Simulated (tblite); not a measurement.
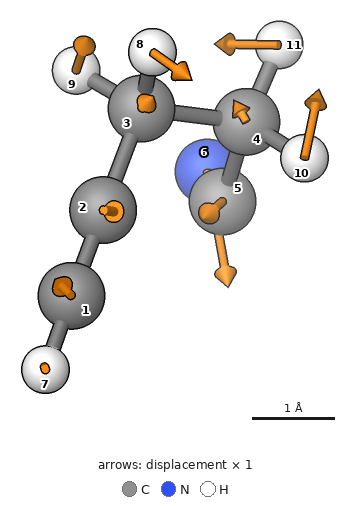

A relaxation of C5H5N (charge −1, multiplicity 2). The starting structure is drawn; orange arrows show the displacements, at their true length. The two geometries are superimposed by the best rigid fit.

A ball-and-stick model, seen from a free direction.

These are results of GFN2-xTB geometry optimisation, gas phase (tblite), not measurements. 

### Atoms of which element are displaced furthest, and by how much?

Nitrogen: up to 1.85 Å, against 1.21 Å for hydrogen.

### Describe the change and its energy.

After 86 geometry steps the energy has fallen by 34.4 kcal/mol. The largest move after the best rigid fit is that of N6, 1.85 Å. By element the largest moves are N 1.85 Å, H 1.21 Å, C 0.80 Å. Some distances before and after: C2–C5 2.890 → 1.583 Å, C1–C2 1.225 → 1.296 Å, C5–N6 1.274 → 1.210 Å, C2–C3 1.453 → 1.512 Å. New bonds form, among them: C2–C5 (2.89 → 1.58 Å). Among the angles between lasting bonds that change: C2–C1–H7 179.0° → 122.0°, C1–C2–C3 179.6° → 133.3°, C2–C3–C4 113.0° → 90.8°. Groups turn about C4–C5 by about 80°, C3–C4 by about 60°.
